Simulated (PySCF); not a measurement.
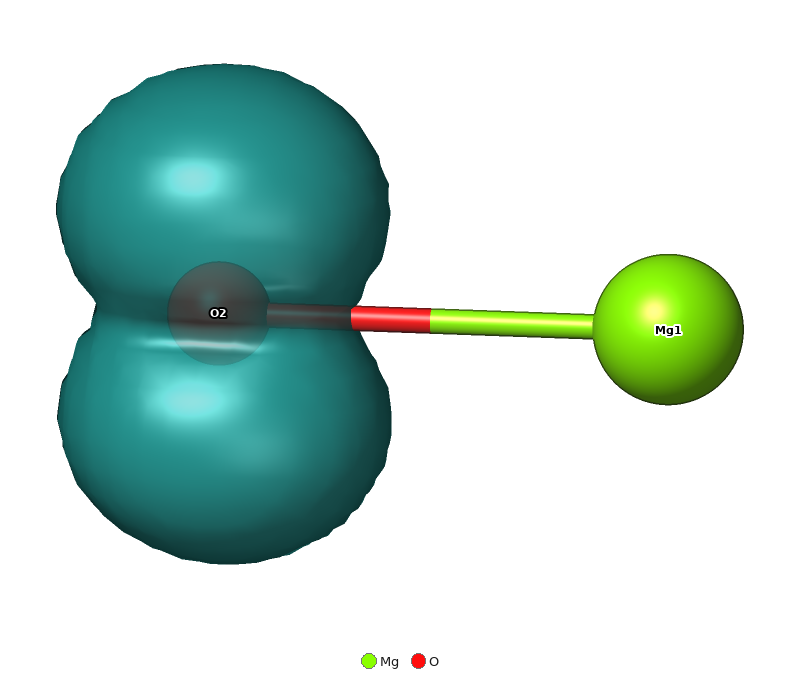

Figure. MgO (charge +1, doublet). Isosurfaces of the spin density (α minus β) at +0.1 (teal) and −0.1 e/Å³ (pink), seen from one side.

Theory: PBE0/6-311G(d,p), non-relativistic, at a bond length of 1.856 Å in PySCF.

Which atoms carry the spin?

The unpaired spin (1 electron) lies mostly on O2 (about 1.0), in electrons by Hirshfeld's partition.
